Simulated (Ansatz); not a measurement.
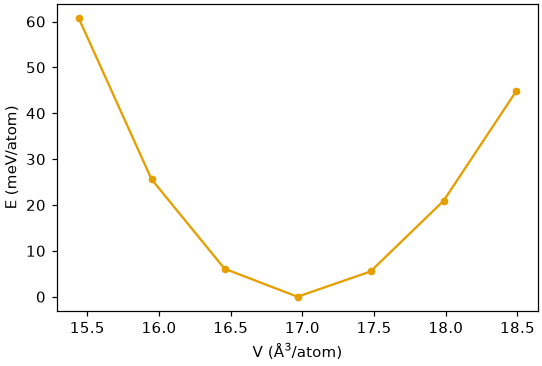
Figure: Ti$_{3}$Ag (Cu3Au type, Pm-3m) under volume change, the program Ansatz at the r²SCAN level (PAW), shape and atoms relaxed at each volume.

Task: What does a third-order Birch–Murnaghan fit give for V₀, B₀ and B′?

Result: V₀ = 16.97 Å³/atom, B₀ = 121 GPa, B′ = 4.1.

The workflow started from an entry of the Crystallography Open Database (COD); the relaxed space group is not among those it files for this formula. COD files the formula under space group No. 123, so this cell is another polymorph or a model. Whether it is the stable phase at ambient conditions was not checked. Symmetry was held in the r²SCAN relaxation; whether a distortion lowers the energy is not shown. No spin polarisation was allowed.

Potentials: the later of the program's two PAW sets.
